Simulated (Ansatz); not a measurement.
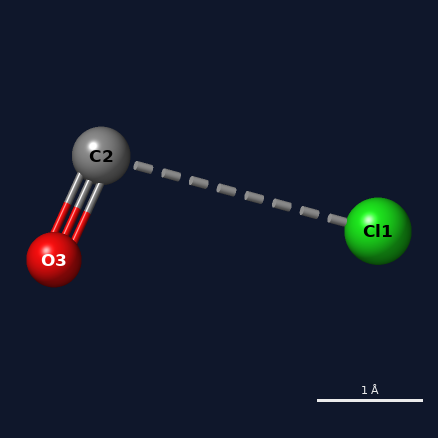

Two molecules or ions; the broken line marks their closest contact (measured against van der Waals radii). State: charge −1, singlet. Geometry: a pair of rigid molecules at a changed separation. Program: Ansatz 0.2.0.

Question: Which two species are they?

Answer: Cl and CO (`[C-]#[O+].[Cl-]`).

Question: How long is the contact?

Answer: Cl1···C2 is 3.02 Å.

Give the counterpoise-corrected interaction energy (kJ/mol, monomers kept as in the pair) with RHF-CCSD(T) (frozen core)/def2-TZVPPD; ωB97M-V/def2-TZVPPD.

| level | interaction energy (kJ/mol) |
| --- | --- |
| RHF-CCSD(T) (frozen core)/def2-TZVPPD | −10.5 |
| ωB97M-V/def2-TZVPPD | −15.9 |
